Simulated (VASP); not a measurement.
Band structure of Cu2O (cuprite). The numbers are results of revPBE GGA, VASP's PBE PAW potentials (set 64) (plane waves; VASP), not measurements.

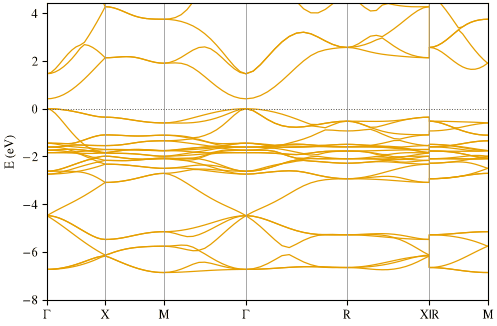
Figure: Bands along high-symmetry lines, zero at the valence-band maximum or, without a gap, the Fermi level

Question: Read the plot: is there a gap, and where are the band edges?

Answer: The gap is direct, 0.41 eV, from the valence maximum at Γ to the conduction minimum at Γ. (Edges off the drawn lines would not show.)

Measured: gap 2.20 eV (computed value off by -1.79 eV), as given by Wei Chen et al., Physical Review Materials (2018), doi:10.1103/physrevmaterials.2.073803 [zero-point renormalisation of 0.03 eV added back (the table's ZPR column)].

The compound is Cu2O in the cuprite structure. It was relaxed first, which changed the volume by +6 %.
